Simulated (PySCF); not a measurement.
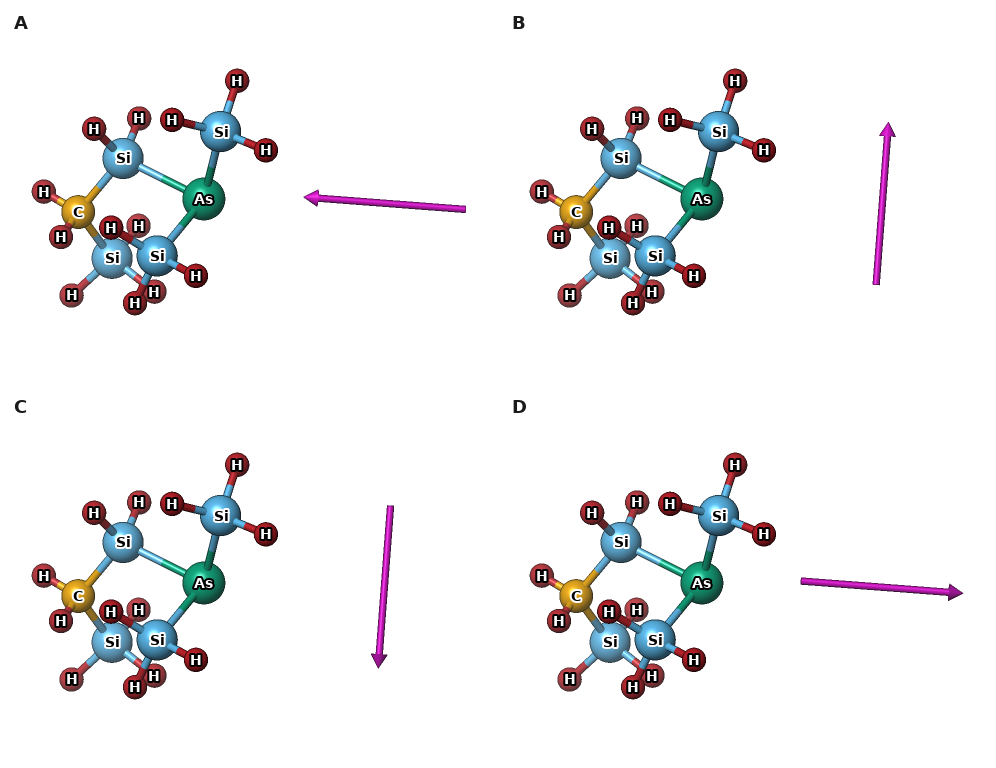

The same molecule four times, each with an arrow. The computed structure is the end point of a PBE0-D3(BJ)/def2-SVP optimisation. No frequency run is at hand to confirm it as a minimum. Level of theory: B3LYP/def2-SVPD, gas phase (PySCF 2.14.0).

Which arrow points along the dipole moment, from the negative to the positive end?

A. The dipole moment is 1.06 D.
